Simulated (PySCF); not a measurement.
# One shape, several levels: triplet NBrO

Aim: a comparison of 3 runs (UCAM-B3LYP/def2-TZVP, UM06-2X/def2-TZVP, UM06-L/def2-TZVP) of triplet NBrO. 

Program for the calculation: PySCF 2.14.0.

1 further run of the same task is left out (set aside as unsound or not needed).

## (1) Starting point

The species is NBrO (3 atoms), meant as a triplet with charge 0. As SMILES of the parent species, `O=NBr`. Geometry: relaxed at PBE0-D4/def2-TZVP. That shape belongs to the parent species and isn't relaxed for this state.

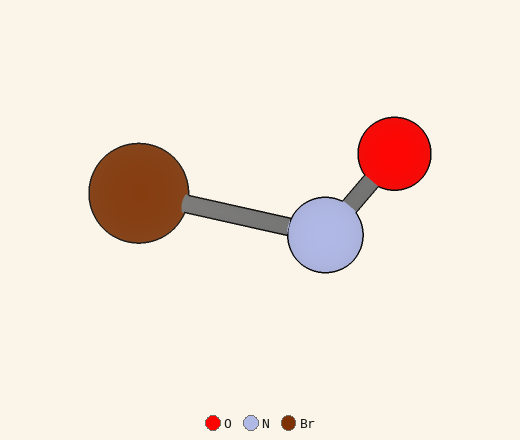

Viewed from a chosen angle; oxygen red, nitrogen light blue, bromine brown.

## (2) The energy at UCAM-B3LYP/def2-TZVP (run 1)

Input file job.py:

```python
from pyscf import gto, dft

mol = gto.M(
    atom=[
    ('O', (0.941780, -0.646800, 0.448530)),
    ('N', (-0.044940, -0.636480, -0.092930)),
    ('Br', (-0.896840, 1.283280, -0.355590)),
],
    charge=0,
    verbose=4,
    max_memory=1860,
    basis='def2-tzvp',
    spin=2,
)

mf = dft.UKS(mol)
mf.xc = 'cam-b3lyp'
mf.conv_tol = 1e-10
mf.grids.level = 5
mf.kernel()
if not mf.converged:
    mf = mf.newton().run(mf.mo_coeff, mf.mo_occ)

e_tot = mf.e_tot
print('Final energy', e_tot)
```

Launch:

```
$ OMP_NUM_THREADS=1 python job.py
```

Output:

```text
PySCF version 2.14.0

[INPUT] num. atoms = 3
[INPUT] num. electrons = 50
[INPUT] charge = 0
[INPUT] spin (= nelec alpha-beta = 2S) = 2
[INPUT] symmetry False subgroup None
[INPUT] Mole.unit = angstrom
[INPUT] Symbol           X                Y                Z      unit          X                Y                Z       unit  Magmom
[INPUT]  1 O      0.941780000000  -0.646800000000   0.448530000000 AA    1.779706269593  -1.222274857369   0.847598858651 Bohr   0.0
[INPUT]  2 N     -0.044940000000  -0.636480000000  -0.092930000000 AA   -0.084924292038  -1.202772883763  -0.175612248756 Bohr   0.0
[INPUT]  3 Br    -0.896840000000   1.283280000000  -0.355590000000 AA   -1.694781977555   2.425047741132  -0.671967712634 Bohr   0.0

nuclear repulsion = 140.795785586863
number of shells = 38
number of NR pGTOs = 195
number of NR cGTOs = 110
basis = def2-tzvp
ecp = {}

[... 34 lines left out ...]
WARN: HOMO -0.113462318564494 >= LUMO -0.289619894926197
[... 74 lines left out ...]
converged SCF energy = -2704.12658150437  <S^2> = 2.0152901  2S+1 = 3.0101761
Final energy -2704.1265815043716
```

It took 72 s on 1 thread of AMD EPYC 7R43 (Zen 3), shared host; peak memory 0.59 GiB.

## (3) A single-point energy at UM06-2X/def2-TZVP (run 2)

Input file geometry.xyz:

```xyz
3

O      0.941780    -0.646800     0.448530
N     -0.044940    -0.636480    -0.092930
Br    -0.896840     1.283280    -0.355590
```

Input file run.py:

```python
from pyscf import gto, dft

mol = gto.Mole()
mol.atom = 'geometry.xyz'
mol.basis = 'def2-tzvp'
mol.charge = 0
mol.verbose = 3
mol.spin = 2
mol.max_memory = 1860
mol.build()

ks = dft.UKS(mol)
ks.xc = 'm06-2x'
ks.conv_tol = 1e-10
ks.grids.level = 5
ks.kernel()
if not ks.converged:
    ks = ks.newton().run(ks.mo_coeff, ks.mo_occ)

e_final = ks.e_tot
print(f'total energy: {e_final:.8f} hartree')
```

Launch:

```
$ OMP_NUM_THREADS=1 python run.py
```

Output:

```text
WARN: HOMO -0.104356227378979 >= LUMO -0.285623018484749

converged SCF energy = -2704.02721061617  <S^2> = 2.0139514  2S+1 = 3.0092866
total energy: -2704.02721062 hartree
```

Wall time 61 s (1 thread of AMD EPYC 7R43 (Zen 3), shared host); peak memory 0.62 GiB.

## (4) The energy at UM06-L/def2-TZVP (run 3)

Input file input.py:

```python
from pyscf import gto, dft

mol = gto.M(
    atom='''
O        0.941780      -0.646800       0.448530
N       -0.044940      -0.636480      -0.092930
Br      -0.896840       1.283280      -0.355590
''',
    spin=2,
    max_memory=1860,
    basis='def2-tzvp',
    verbose=3,
)

mf = dft.UKS(mol, xc='m06-l')
mf.conv_tol = 1e-10
mf.grids.level = 5
mf.kernel()
if not mf.converged:
    mf = mf.newton().run(mf.mo_coeff, mf.mo_occ)

etot = mf.e_tot
print('E = %.10f Eh' % etot)
```

Launch:

```
$ OMP_NUM_THREADS=1 python input.py
```

Output:

```text
WARN: HOMO -0.130610192871337 >= LUMO -0.263169134673881

WARN: HOMO -0.136944193166347 >= LUMO -0.24388104570194

WARN: HOMO -0.168464649454229 >= LUMO -0.2324408562447

WARN: HOMO -0.166202773467276 >= LUMO -0.226547673390392

WARN: HOMO -0.167550882843656 >= LUMO -0.227600065228437

WARN: HOMO -0.169642160200254 >= LUMO -0.226228620027335

WARN: HOMO -0.167830276414875 >= LUMO -0.225465658276555

WARN: HOMO -0.168300761031375 >= LUMO -0.225585497434565

WARN: HOMO -0.168279272645691 >= LUMO -0.225583539218448

WARN: HOMO -0.168270405332052 >= LUMO -0.225569324074371

WARN: HOMO -0.168272993846657 >= LUMO -0.225574828485179

WARN: HOMO -0.168273801121089 >= LUMO -0.225574250609249

WARN: HOMO -0.168274243864907 >= LUMO -0.225573781804641

WARN: HOMO -0.168274963999657 >= LUMO -0.225574041039472

WARN: HOMO -0.168275088763167 >= LUMO -0.225574038958321

converged SCF energy = -2703.93491563416  <S^2> = 2.0107388  2S+1 = 3.0071507
E = -2703.9349156342 Eh
```

It took 52 s on 1 thread of AMD EPYC 7R43 (Zen 3), shared host; peak memory 0.61 GiB.

## (5) Overview of the runs

```csv
run,level,energy (Eh),dipole moment (D),HOMO energy (eV),LUMO energy (eV),wall time
1,UCAM-B3LYP/def2-TZVP,-2704.126582,0.00,-7.95,-4.27,72 s
2,UM06-2X/def2-TZVP,-2704.027211,0.02,-7.96,-4.29,61 s
3,UM06-L/def2-TZVP,-2703.934916,0.06,-4.58,–,52 s
```

## (6) Outcome

| quantity | value |
| --- | --- |
| run 3: total energy | -2703.93492 Eh |
| run 3: dipole moment | 0.06 D |
| run 3: HOMO energy (highest over α and β) | -4.58 eV |
| run 3: ⟨S²⟩ | 2.011 |

The dipole moment (its size) runs from 0.00 D (UCAM-B3LYP/def2-TZVP) to 0.06 D (UM06-L/def2-TZVP). The two dipoles point in opposite directions. Totals of different functionals can't be ranked against each other. All runs together took 3.1 min, the longest 72 s.
